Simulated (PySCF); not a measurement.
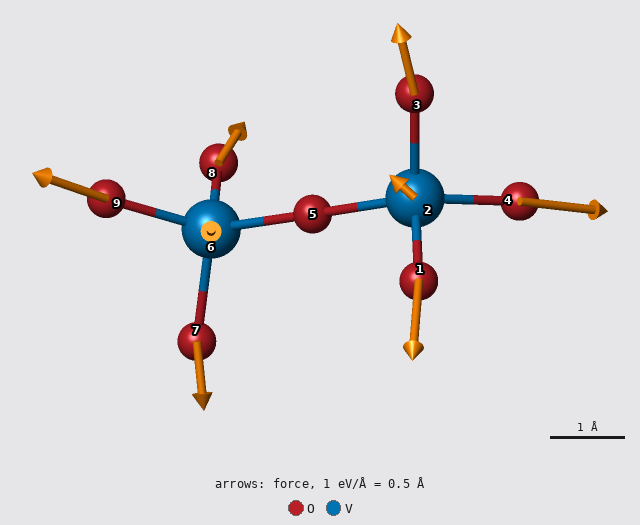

Starting geometry of V₂O₇ (charge −4) with the computed forces as orange arrows. The picture is a ball-and-stick view, seen from a free direction.

The start comes from GFN2-xTB. Its atoms were then displaced at random by about 0.01 Å.

Computed with PBE0-D3(BJ)/def2-SVP geometry optimisation, gas phase in PySCF 2.14.0, density-fitted response routines. 

Q: Is this structure relaxed? If not, where do the atoms go?

A: It isn't relaxed: the largest force vector, on O4, is 2.98 eV/Å. The final displacements follow the starting forces only in part (cosine between the two patterns 0.82). O9 moves most after the best rigid fit: 0.089 Å. Largest moves by element: O 0.089 Å, V 0.062 Å. Among the contacts that change: O5–V6 1.806 → 1.863 Å, O1–V2 1.620 → 1.676 Å, V2–O5 1.818 → 1.865 Å, V2–O3 1.638 → 1.675 Å. Bond angles that change, for instance: O5–V6–O8 114.6° → 111.1°, O7–V6–O8 104.5° → 107.8°, O3–V2–O5 114.1° → 111.0°. After 8 geometry steps the energy has fallen by 11.7 kcal/mol. The run took 3.1 min on 1 thread of Intel(R) Xeon(R) Platinum 8259CL CPU @ 2.50GHz, with other jobs on the host.

Limits of the set-up: the basis has no diffuse functions, which an anion needs.
